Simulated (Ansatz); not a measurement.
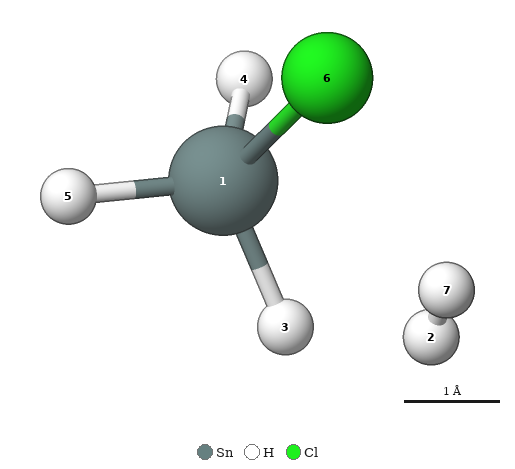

**Figure 1.** The starting structure (ball-and-stick view, seen at a tilt; atoms are numbered from 1 in the order of the input). Sticks mark near contacts.

**Geometry relaxation, with input and output: SnH5Cl**

SnH5Cl, computed with RKS B3LYP-D4/def2-SVP (Ansatz 0.2.0).

It belongs to a series of runs on one base structure; here: end point B relaxed. Figures and captions count atoms from 1; the log counts them from 0 in places.

What the program printed:
```
The last accepted step is kept in [file] (removed where the run ends without a failure and the disk answers)
Engine: ansatz 0.2.0, aarch64-unknown-linux-gnu
Functional definition: B3LYP
  parameter a0 = 0.2
  parameter ax = 0.72
  parameter ac = 0.81
  exchange = (1 - a0 - ax)*slater_x + ax*b88_x + a0*exact_x
  correlation = (1 - ac)*vwn_rpa_c + ac*lyp_c
811 factors; integrals over basis functions are off by at most 2.8e-4 eV
mean field evaluation 1: about -18432.8371 eV, gradient 1.5e1 eV
mean field evaluation 2: about -18432.8774 eV, gradient 1.6e1 eV
mean field evaluation 4: about -18433.5436 eV, gradient 4.0e-1 eV
mean field evaluation 8: about -18433.5410 eV, gradient 1.4e-2 eV
mean field -18433.54101438 eV, -677.4201375758 hartree, gradient 5.0e-5 eV, S^2 0.000000; 0 other end points of the search recorded, 0 dependent functions left out
the calculation of the forces begins
reference -18433.54126125 eV, -677.4201466480 hartree; 22, 22 occupied and 47, 47 virtual orbitals, 811 factors
relax step   1: F+E_penalty+E_count = -18433.73588279 eV  Δ(F+E_penalty+E_count) = +0.000e0 eV  max|allowed force component| = 1.670e0 eV/Å  Δτ_max = 0.0000 Å  (23 SCF iters, accepted)
these checks for a lower state are left out or cut short: starts, cluster_reference, orbital_swaps, neighbouring_geometries, increment
811 factors; integrals over basis functions are off by at most 2.9e-4 eV
mean field evaluation 16: about -18433.6766 eV, gradient 2.0e-2 eV
mean field -18433.67468262 eV, -677.4250497930 hartree, gradient 6.9e-6 eV, S^2 0.000000; 0 other end points of the search recorded, 0 dependent functions left out
[... from here on the field's lines of each further geometry are left out, up to the last ...]
relax step   2: F+E_penalty+E_count = -18433.86567970 eV  Δ(F+E_penalty+E_count) = -1.298e-1 eV  max|allowed force component| = 2.053e-1 eV/Å  Δτ_max = 0.1988 Å  (25 SCF iters, accepted)
relax step   3: F+E_penalty+E_count = -18433.91623428 eV  Δ(F+E_penalty+E_count) = -5.055e-2 eV  max|allowed force component| = 2.916e-1 eV/Å  Δτ_max = 0.1925 Å  (24 SCF iters, accepted)
relax step   4: F+E_penalty+E_count = -18433.94597185 eV  Δ(F+E_penalty+E_count) = -2.974e-2 eV  max|allowed force component| = 1.693e-1 eV/Å  Δτ_max = 0.2000 Å  (25 SCF iters, accepted)
relax step   5: F+E_penalty+E_count = -18433.95489083 eV  Δ(F+E_penalty+E_count) = -8.919e-3 eV  max|allowed force component| = 4.840e-2 eV/Å  Δτ_max = 0.1582 Å  (25 SCF iters, accepted)
relax step   6: F+E_penalty+E_count = -18433.95451041 eV  Δ(F+E_penalty+E_count) = +3.804e-4 eV  max|allowed force component| = 1.816e-1 eV/Å  Δτ_max = 0.1444 Å  (25 SCF iters, rejected (line search))
relax step   7: F+E_penalty+E_count = -18433.95937421 eV  Δ(F+E_penalty+E_count) = -4.483e-3 eV  max|allowed force component| = 3.344e-2 eV/Å  Δτ_max = 0.0722 Å  (25 SCF iters, accepted)
relax step   8: F+E_penalty+E_count = -18433.96241473 eV  Δ(F+E_penalty+E_count) = -3.041e-3 eV  max|allowed force component| = 1.399e-2 eV/Å  Δτ_max = 0.1000 Å  (25 SCF iters, accepted)
relax step   9: F+E_penalty+E_count = -18433.96154375 eV  Δ(F+E_penalty+E_count) = +8.710e-4 eV  max|allowed force component| = 3.195e-1 eV/Å  Δτ_max = 0.1463 Å  (26 SCF iters, rejected (line search))
relax step  10: F+E_penalty+E_count = -18433.96368358 eV  Δ(F+E_penalty+E_count) = -1.269e-3 eV  max|allowed force component| = 4.588e-2 eV/Å  Δτ_max = 0.0696 Å  (25 SCF iters, accepted)
relax step  11: F+E_penalty+E_count = -18433.96420598 eV  Δ(F+E_penalty+E_count) = -5.224e-4 eV  max|allowed force component| = 8.470e-2 eV/Å  Δτ_max = 0.0732 Å  (25 SCF iters, accepted)
relax step  12: F+E_penalty+E_count = -18433.96299224 eV  Δ(F+E_penalty+E_count) = +1.214e-3 eV  max|allowed force component| = 1.412e-1 eV/Å  Δτ_max = 0.0914 Å  (25 SCF iters, rejected (line search))
relax step  13: F+E_penalty+E_count = -18433.96445644 eV  Δ(F+E_penalty+E_count) = -2.505e-4 eV  max|allowed force component| = 2.720e-2 eV/Å  Δτ_max = 0.0447 Å  (20 SCF iters, accepted)
relax step  14: F+E_penalty+E_count = -18433.96356146 eV  Δ(F+E_penalty+E_count) = +8.950e-4 eV  max|allowed force component| = 1.058e-1 eV/Å  Δτ_max = 0.0554 Å  (26 SCF iters, rejected (line search))
the calculation of the forces begins
reference -18433.79378491 eV, -677.4294267213 hartree; 22, 22 occupied and 47, 47 virtual orbitals, 811 factors
relax step  15: F+E_penalty+E_count = -18433.96474744 eV  Δ(F+E_penalty+E_count) = -2.910e-4 eV  max|allowed force component| = 7.145e-3 eV/Å  Δτ_max = 0.0274 Å  (21 SCF iters, accepted)
811 factors; integrals over basis functions are off by at most 3.0e-4 eV
mean field evaluation 128: about -18433.1328 eV, gradient 1.6e1 eV
```

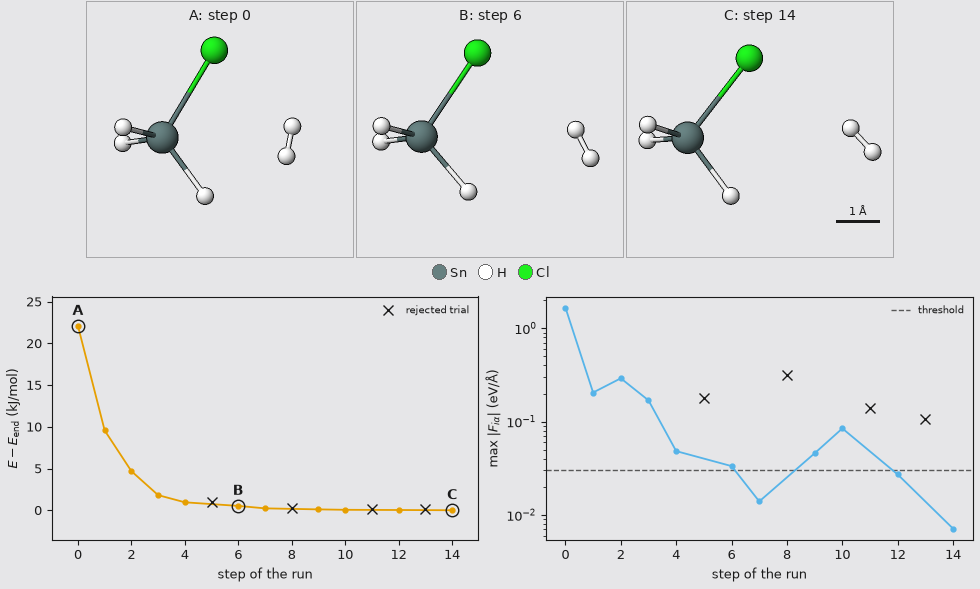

**Figure 2.** Frames of the relaxation (ball-and-stick view, seen at a tilt) above the curves, on which the letters mark them (the first geometry is step 0 here and step 1 in the log).

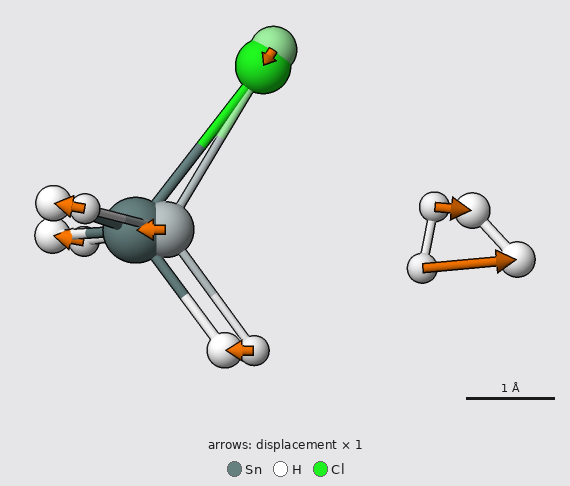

**Figure 3.** Start (faint) and end (solid) with the displacements as orange arrows, at true length (ball-and-stick view, seen at a tilt). The two geometries are laid on each other by the best rigid fit. The energy falls by 22.1 kJ/mol in 14 geometry steps. Largest force component: 1.7 eV/Å at the start, 0.0071 eV/Å at the end. The line search rejected the trial steps at points 5, 8, 11, 13 (counted from 0) and went back. H2 moves most after the best rigid fit: 1.09 Å. Largest moves by element: H 1.09 Å, Sn 0.35 Å, Cl 0.22 Å. Among the contacts that change: H2–H7 0.719 → 0.762 Å, Sn1–Cl6 2.402 → 2.381 Å. Among the angles that change: H3–Sn1–Cl6 113.6° → 106.1°, H3–Sn1–H4 110.0° → 112.6°. (Atoms are counted from 1 in the order of the input.)

```
mean field -18433.79352276 eV, -677.4294170875 hartree, gradient 1.8e-5 eV, S^2 0.000000; 1 other end points of the search recorded, 0 dependent functions left out
the calculation of the forces begins
reference -18433.79378491 eV, -677.4294267213 hartree; 22, 22 occupied and 47, 47 virtual orbitals, 811 factors
Total energy: -18433.96500959 eV, -677.4357191121 hartree
Atom 0 at    -0.555823    -0.000000    -0.783511 Å, force    -0.000136    -0.000000     0.000077 eV/Å
Atom 1 at     0.238451    -0.000000     3.505685 Å, force    -0.006955    -0.000000    -0.002823 eV/Å
Atom 2 at     0.923993    -0.000000     0.078558 Å, force     0.000005     0.000000    -0.000532 eV/Å
Atom 3 at    -0.779178     1.424903    -1.708211 Å, force    -0.000148    -0.000315    -0.000037 eV/Å
Atom 4 at    -0.779178    -1.424903    -1.708211 Å, force    -0.000148     0.000315    -0.000037 eV/Å
Atom 5 at    -2.278681     0.000000     0.859642 Å, force     0.000237    -0.000000    -0.000347 eV/Å
Atom 6 at    -0.375283     0.000000     3.053947 Å, force     0.007145    -0.000000     0.003698 eV/Å
Dipole moment:     0.360174     0.000000    -0.411352 e Å
```

Trajectory as extended XYZ (Å, eV, eV/Å), 15 frames, from step=1 to step=15:
```
7
Properties=species:S:1:pos:R:3:forces:R:3 step=1 energy=-18433.73588
Sn   -0.5183    0.0000   -0.4396   -0.1676   0.0000  -0.2017
H     0.2075    0.0000    2.4233    1.6701   0.0000  -0.1433
H     0.9637    0.0000    0.4240   -0.1093   0.0000   0.0260
H    -0.6606    1.4393   -1.3591   -0.0343  -0.0210  -0.0384
H    -0.6606   -1.4393   -1.3591   -0.0343   0.0210  -0.0384
Cl   -2.4564    0.0000    0.9789    0.1699   0.0000  -0.2248
H    -0.4810    0.0000    2.6294   -1.4945   0.0000   0.6206
7
Properties=species:S:1:pos:R:3:forces:R:3 step=2 energy=-18433.86568
Sn   -0.5343    0.0000   -0.5213    0.0402   0.0000   0.0220
H     0.2875    0.0000    2.6053   -0.0142   0.0000   0.2053
H     0.9101    0.0000    0.4093   -0.1087   0.0000  -0.0342
H    -0.6794    1.4491   -1.4124   -0.0062   0.0134  -0.1268
H    -0.6794   -1.4491   -1.4124   -0.0062  -0.0134  -0.1268
Cl   -2.4457    0.0000    0.9000    0.0051   0.0000  -0.0025
H    -0.4644    0.0000    2.7294    0.0900   0.0000   0.0630
7
Properties=species:S:1:pos:R:3:forces:R:3 step=3 energy=-18433.91623
Sn   -0.5489    0.0000   -0.5808    0.0266   0.0000   0.0413
H     0.3256    0.0000    2.7940   -0.2559   0.0000   0.1314
H     0.8833    0.0000    0.3639   -0.0733   0.0000  -0.0001
H    -0.6898    1.4428   -1.4861   -0.0116   0.0060  -0.0904
H    -0.6898   -1.4428   -1.4861   -0.0116  -0.0060  -0.0904
Cl   -2.4434    0.0000    0.8637    0.0342   0.0000   0.0047
H    -0.4426    0.0000    2.8292    0.2916   0.0000   0.0034
7
Properties=species:S:1:pos:R:3:forces:R:3 step=4 energy=-18433.94597
Sn   -0.5607    0.0000   -0.6404    0.0395   0.0000   0.0493
H     0.3423    0.0000    2.9933   -0.1500   0.0000   0.0502
H     0.8429    0.0000    0.3433   -0.0155   0.0000  -0.0490
H    -0.7023    1.4293   -1.5727   -0.0135  -0.0009  -0.0199
H    -0.7023   -1.4293   -1.5727   -0.0135   0.0009  -0.0199
Cl   -2.4095    0.0000    0.8604   -0.0162   0.0000  -0.0286
H    -0.4161    0.0000    2.8868    0.1693   0.0000   0.0178
7
Properties=species:S:1:pos:R:3:forces:R:3 step=5 energy=-18433.95489
Sn   -0.5691    0.0000   -0.6734   -0.0484   0.0000  -0.0231
H     0.3733    0.0000    3.1484   -0.0276   0.0000   0.0265
H     0.8249    0.0000    0.3172    0.0123   0.0000   0.0027
H    -0.7127    1.4268   -1.6093    0.0121   0.0041  -0.0196
H    -0.7127   -1.4268   -1.6093    0.0121  -0.0041  -0.0196
Cl   -2.4503    0.0000    0.7854    0.0279   0.0000   0.0356
H    -0.3591    0.0000    2.9389    0.0116   0.0000  -0.0025
7
Properties=species:S:1:pos:R:3:forces:R:3 step=6 energy=-18433.95451 accepted=F
Sn   -0.5958    0.0000   -0.7247    0.1816   0.0000   0.0686
H     0.3377    0.0000    3.2884    0.0120   0.0000   0.0285
H     0.8213    0.0000    0.2404   -0.0022   0.0000  -0.0241
H    -0.7096    1.4219   -1.6742   -0.0879   0.0100   0.0223
H    -0.7096   -1.4219   -1.6742   -0.0879  -0.0100   0.0223
Cl   -2.3858    0.0000    0.8483   -0.0001   0.0000  -0.0962
H    -0.3640    0.0000    2.9940   -0.0157   0.0000  -0.0214
7
Properties=species:S:1:pos:R:3:forces:R:3 step=7 energy=-18433.95937
Sn   -0.5662    0.0000   -0.6907   -0.0218   0.0000  -0.0111
H     0.3411    0.0000    3.2131   -0.0334   0.0000   0.0128
H     0.8459    0.0000    0.2757    0.0097   0.0000  -0.0036
H    -0.7245    1.4256   -1.6269    0.0031   0.0023  -0.0089
H    -0.7245   -1.4256   -1.6269    0.0031  -0.0023  -0.0089
Cl   -2.4085    0.0000    0.8174    0.0138   0.0000   0.0132
H    -0.3691    0.0000    2.9363    0.0255   0.0000   0.0065
7
Properties=species:S:1:pos:R:3:forces:R:3 step=8 energy=-18433.96242
Sn   -0.5651    0.0000   -0.7174   -0.0091   0.0000  -0.0002
H     0.3108    0.0000    3.3084   -0.0026   0.0000   0.0120
H     0.8653    0.0000    0.2233    0.0031   0.0000  -0.0052
H    -0.7390    1.4252   -1.6521   -0.0010   0.0003  -0.0026
H    -0.7390   -1.4252   -1.6521   -0.0010  -0.0003  -0.0026
Cl   -2.3741    0.0000    0.8313    0.0140   0.0000   0.0000
H    -0.3646    0.0000    2.9565   -0.0033   0.0000  -0.0013
7
Properties=species:S:1:pos:R:3:forces:R:3 step=9 energy=-18433.96154 accepted=F
Sn   -0.5623    0.0000   -0.7556    0.0019   0.0000   0.0214
H     0.2635    0.0000    3.4469   -0.3195   0.0000  -0.2456
H     0.8935    0.0000    0.1484   -0.0108   0.0000  -0.0177
H    -0.7613    1.4248   -1.6866   -0.0025  -0.0026   0.0046
H    -0.7613   -1.4248   -1.6866   -0.0025   0.0026   0.0046
Cl   -2.3228    0.0000    0.8500    0.0196   0.0000  -0.0195
H    -0.3549    0.0000    2.9815    0.3137   0.0000   0.2522
7
Properties=species:S:1:pos:R:3:forces:R:3 step=10 energy=-18433.96368
Sn   -0.5613    0.0000   -0.7380   -0.0037   0.0000   0.0039
H     0.2849    0.0000    3.3730   -0.0459   0.0000  -0.0195
H     0.8874    0.0000    0.1755   -0.0030   0.0000  -0.0045
H    -0.7527    1.4258   -1.6684   -0.0001  -0.0022  -0.0030
H    -0.7527   -1.4258   -1.6684   -0.0001   0.0022  -0.0030
Cl   -2.3416    0.0000    0.8435    0.0097   0.0000  -0.0008
H    -0.3698    0.0000    2.9807    0.0431   0.0000   0.0268
7
Properties=species:S:1:pos:R:3:forces:R:3 step=11 energy=-18433.96421
Sn   -0.5580    0.0000   -0.7592   -0.0082   0.0000  -0.0005
H     0.2627    0.0000    3.4427   -0.0847   0.0000  -0.0545
H     0.9033    0.0000    0.1347   -0.0058   0.0000  -0.0127
H    -0.7664    1.4217   -1.6925    0.0041   0.0065   0.0080
H    -0.7664   -1.4217   -1.6925    0.0041  -0.0065   0.0080
Cl   -2.3115    0.0000    0.8524    0.0076   0.0000  -0.0067
H    -0.3694    0.0000    3.0122    0.0829   0.0000   0.0584
7
Properties=species:S:1:pos:R:3:forces:R:3 step=12 energy=-18433.96299 accepted=F
Sn   -0.5644    0.0000   -0.7964    0.0455   0.0000   0.0518
H     0.2347    0.0000    3.5297   -0.1412   0.0000  -0.1113
H     0.9201    0.0000    0.0588    0.0018   0.0000   0.0112
H    -0.7740    1.4381   -1.7047   -0.0270  -0.0341  -0.0219
H    -0.7740   -1.4381   -1.7047   -0.0270   0.0341  -0.0219
Cl   -2.2783    0.0000    0.8578    0.0087   0.0000  -0.0186
H    -0.3698    0.0000    3.0575    0.1391   0.0000   0.1105
7
Properties=species:S:1:pos:R:3:forces:R:3 step=13 energy=-18433.96446
Sn   -0.5531    0.0000   -0.7732   -0.0272   0.0000  -0.0138
H     0.2478    0.0000    3.4799   -0.0229   0.0000  -0.0135
H     0.9231    0.0000    0.0946   -0.0036   0.0000   0.0056
H    -0.7772    1.4256   -1.6968    0.0119  -0.0028  -0.0046
H    -0.7772   -1.4256   -1.6968    0.0119   0.0028  -0.0046
Cl   -2.2942    0.0000    0.8504    0.0084   0.0000   0.0168
H    -0.3749    0.0000    3.0397    0.0215   0.0000   0.0142
7
Properties=species:S:1:pos:R:3:forces:R:3 step=14 energy=-18433.96356 accepted=F
Sn   -0.5607    0.0000   -0.7966    0.0569   0.0000   0.0208
H     0.2235    0.0000    3.5245    0.1058   0.0000   0.0849
H     0.9285    0.0000    0.0484    0.0145   0.0000   0.0029
H    -0.7799    1.4271   -1.7187   -0.0291  -0.0033   0.0012
H    -0.7799   -1.4271   -1.7187   -0.0291   0.0033   0.0012
Cl   -2.2488    0.0000    0.8822   -0.0210   0.0000  -0.0306
H    -0.3883    0.0000    3.0768   -0.0980   0.0000  -0.0804
7
Properties=species:S:1:pos:R:3:forces:R:3 step=15 energy=-18433.96475
Sn   -0.5558    0.0000   -0.7835   -0.0001   0.0000   0.0001
H     0.2385    0.0000    3.5057   -0.0070   0.0000  -0.0028
H     0.9240    0.0000    0.0786    0.0000   0.0000  -0.0005
H    -0.7792    1.4249   -1.7082   -0.0001  -0.0003   0.0000
H    -0.7792   -1.4249   -1.7082   -0.0001   0.0003   0.0000
Cl   -2.2787    0.0000    0.8596    0.0002   0.0000  -0.0003
H    -0.3753    0.0000    3.0539    0.0071   0.0000   0.0037
```

This output came from the following input.

The input:
```yaml
crystal:
  periodic: [false, false, false]
  atoms:
    - { symbol: Sn, position_ang: [-0.518307, 0.0, -0.439603] }
    - { symbol: H, position_ang: [0.207499, 0.0, 2.423328] }
    - { symbol: H, position_ang: [0.963667, 0.0, 0.424009] }
    - { symbol: H, position_ang: [-0.660616, 1.439296, -1.359072] }
    - { symbol: H, position_ang: [-0.660616, -1.439296, -1.359072] }
    - { symbol: Cl, position_ang: [-2.456353, 0.0, 0.978896] }
    - { symbol: H, position_ang: [-0.480972, 0.0, 2.629413] }
basis:
  gaussian: { orbitals: def2-SVP }
hamiltonian:
  xc: b3lyp
  dispersion: d4
relax:
  f_tol: 0.03
  max_steps: 50
```

Command:
```bash
ansatz run input.yaml --threads 1 --pin off --max-ram 2048MiB --backend cpu --events-out ev --progress --plain --runs-dir out
```

Summary:

```csv
quantity,value
outcome,converged
total energy,−18433.9650 eV
mean-field energy,−18433.7938 eV
largest force (length of the vector) at the end,0.008 eV/Å
hardware,"1 thread of Arm Neoverse V2, 24 GiB of memory available, shared host"
wall time,34 s
peak memory,0.14 GiB
```
